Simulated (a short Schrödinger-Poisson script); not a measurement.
Stack: MOS inversion layer, SiO2 on p-type InP, at 300 K.

```
layer  material  thickness (nm)  Na (cm⁻³)
-----  --------  --------------  ---------
1          SiO2               1          -
2           InP             310     2.4e18
```

Constants are typed, rounded textbook-type inputs, not results; the design itself was drawn at random and stands for no fabricated device. SiO2: permittivity 3.9, conduction-band edge (eV) 3.48, gap (eV) 9, electron mass (mₑ) 0.5. InP: permittivity 12.5, conduction-band edge (eV) 0, gap (eV) 1.344, Nv at 300 K (cm⁻³) 1.1e19.

Channel valleys (confinement mass, in-plane density-of-states mass, number): Γ 0.08, 0.08, 1. At the gate the conduction-band edge of layer 1 lies 3.69 eV − eVg above the Fermi level of the channel; the field vanishes at the back. Gaps are held at their typed values at every temperature. Mesh 0.03 nm at interfaces.

From a short Schrödinger-Poisson script (our own, NumPy): 1D Poisson equation in equilibrium, electrons quantum, Hartree (BenDaniel-Duke, 12 states a valley, the channel's in-plane mass for all, wave functions ending at the dielectric), parabolic valleys, classical holes, full ionisation, no traps, pinning or gate leakage.

Only gate voltages with over 1e8 electrons/cm² are shown.

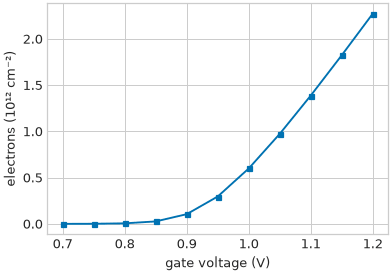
Fig. 1. Sheet density against gate voltage

```csv
Vg (V),electrons (cm⁻²),C (μF/cm²),Γ E0 (meV),Γ E1 (meV)
0.7,2.48e8,0.346,210.8,473.8
0.8,5.78e9,0.360,129.4,399.1
0.9,1.05e11,0.670,53.0,329.2
1,5.99e11,1.24,0.0,282.4
1.1,1.39e12,1.46,-35.7,252.6
1.2,2.27e12,1.54,-66.1,228.2
```

Subbands count from the Fermi level.
